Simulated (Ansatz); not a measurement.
**MP2/aug-cc-pVDZ run of SiH3Cl (chlorosilane)**

Aim: the electronic atomisation energy of SiH3Cl (chlorosilane) at MP2/aug-cc-pVDZ, from 4 runs. 

Program for the calculation: Ansatz 0.2.0.

15 further runs of the same task are left out: 15 set aside as unsound or not needed.

## 1. The system as given

The species is SiH3Cl (5 atoms), meant as a singlet with charge 0. As SMILES, `[SiH3]Cl`. The coordinates come from a PBE0-D4/def2-TZVP relaxation.

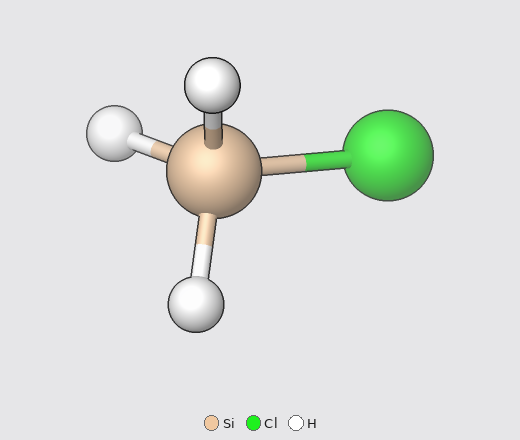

The structure, seen from a chosen angle (silicon light orange, chlorine green, hydrogen white).

## 2. The energy at MP2/aug-cc-pVDZ

run.yaml reads:

```yaml
crystal:
  periodic: [false, false, false]
  atoms:
    - {symbol: Si, position_ang: [-0.112000, 0.018600, -0.030900]}
    - {symbol: Cl, position_ang: [1.838300, -0.513500, 0.329900]}
    - {symbol: H, position_ang: [-0.950900, -0.488300, 1.079100]}
    - {symbol: H, position_ang: [-0.534700, -0.585700, -1.314900]}
    - {symbol: H, position_ang: [-0.190800, 1.495400, -0.104700]}
basis:
  gaussian:
    orbitals: aug-cc-pVDZ
total_charge: 0
magnetization:
  spin_polarized: false
correlation:
  method: mp2
  frozen_orbitals: {Cl: 5, H: 0, Si: 5}
accuracy: high
```

Launch:

```console
$ ansatz run run.yaml --threads 1 --pin off --max-ram 2610MiB --events-out events.jsonl --progress --plain --runs-dir runs
```

Standard output:

```text
Warning: RAYON_NUM_THREADS=1 ignored (pool sized by the plan → 1); use --threads N
Functional definition: HF
  name "HF"
  exchange = exact_x
  correlation = 0
1640 factors; integrals over basis functions are off by at most 3.8e-9 eV
mean field evaluation 1: about -20414.0018 eV, gradient 1.2e1 eV
mean field evaluation 2: about -20414.0066 eV, gradient 1.2e1 eV
mean field evaluation 4: about -20414.6695 eV, gradient 1.3e0 eV
mean field evaluation 8: about -20414.6770 eV, gradient 2.1e-4 eV
mean field -20414.67696113 eV, -750.2255407563 hartree, gradient 1.4e-8 eV, S^2 0.000000; 0 other end points of the search recorded, 0 dependent functions left out
10 core orbitals not correlated: weight in the atoms' cores, before any rotation towards them, 1.000 or more for the frozen orbitals, at most 0.000 for the correlated occupied ones
reference -20414.67696113 eV, -750.2255407563 hartree; 7, 7 occupied and 64, 64 virtual orbitals, 1640 factors
second order -6.97964601 eV of doubles, -0.00000000 eV of singles
Total energy: -20421.65660713 eV, -750.4820380161 hartree
```

It took 1.2 s on 1 thread of AMD EPYC 9R45 (Zen 5), shared host; peak memory 0.2 GiB.

## 3. The Cl atom

in.yaml reads:

```yaml
crystal:
  periodic: [false, false, false]
  atoms:
    - symbol: Cl
      position_ang: [0.000000, 0.000000, 0.000000]
basis:
  gaussian: {orbitals: aug-cc-pVDZ}
accuracy: high
magnetization: {spin_polarized: true, initial_magnetization: 1}
correlation: {method: mp2, frozen_orbitals: {Cl: 5}}
```

Run the same way, it converges to -459.59215 Eh (log not shown).

## 4. The H atom: the energy at UHF/aug-cc-pVDZ

input.yaml reads:

```yaml
crystal:
  periodic: [false, false, false]
  atoms:
    - {symbol: H, position_ang: [0.000000, 0.000000, 0.000000]}
basis:
  gaussian:
    orbitals: aug-cc-pVDZ
magnetization:
  spin_polarized: true
  initial_magnetization: 1
hamiltonian:
  xc: hf
accuracy: high
```

Run the same way, it converges to -0.49933 Eh (log not shown).

## 5. The Si atom

job.yaml reads:

```yaml
crystal:
  periodic: [false, false, false]
  atoms:
    - {symbol: Si, position_ang: [0.000000, 0.000000, 0.000000]}
basis:
  gaussian: {orbitals: aug-cc-pVDZ}
magnetization: {spin_polarized: true, initial_magnetization: 2}
correlation: {method: mp2, frozen_orbitals: {Si: 5}}
accuracy: high
```

Run the same way, it converges to -288.89747 Eh (log not shown).

## 6. Outcome

Level: MP2/aug-cc-pVDZ, 10 core orbitals frozen.

| quantity | value |
| --- | --- |
| molecule: total energy | -750.48204 Eh |
| molecule: correlation energy (10 core orbitals frozen) | -256.5 mEh |
| Cl atom: total energy | -459.59215 Eh |
| Cl atom: correlation energy (5 core orbitals frozen) | -119.4 mEh |
| Cl atom: ⟨S²⟩ of the reference determinant | 0.757 |
| H atom: total energy | -0.49933 Eh |
| H atom: ⟨S²⟩ | 0.750 |
| Si atom: total energy | -288.89747 Eh |
| Si atom: correlation energy (5 core orbitals frozen) | -46.5 mEh |
| Si atom: ⟨S²⟩ of the reference determinant | 2.014 |
| electronic atomisation energy | 13.454 eV |

What this shows: Taking the molecule apart into free atoms costs 13.45 eV (1298 kJ/mol), before zero-point energy and without spin-orbit coupling.
